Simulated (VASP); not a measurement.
Band structure of Tb (hcp). All values below come from r2SCAN meta-GGA, VASP's PBE PAW potentials (set 64) (plane waves; VASP 6.6.1).

The 4f electrons are frozen in the core of the lanthanide potential, so 4f levels, which can set the real gap, and their magnetism are missing.

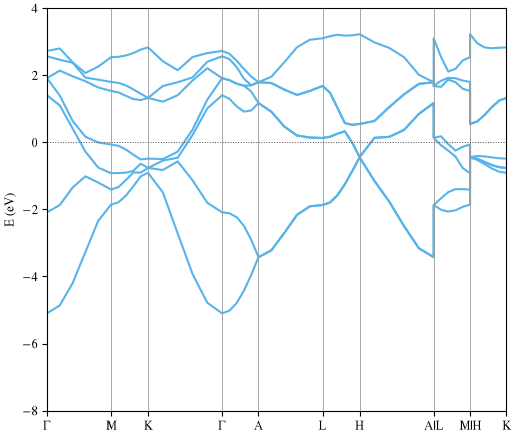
Figure. Bands along high-symmetry lines, zero at the valence-band maximum or, without a gap, the Fermi level

### Question
Read the plot: is there a gap, and where are the band edges?

### Answer
It has no gap at this level: it comes out as a metal or semimetal.

The compound is Tb in the hcp structure. It was relaxed first.
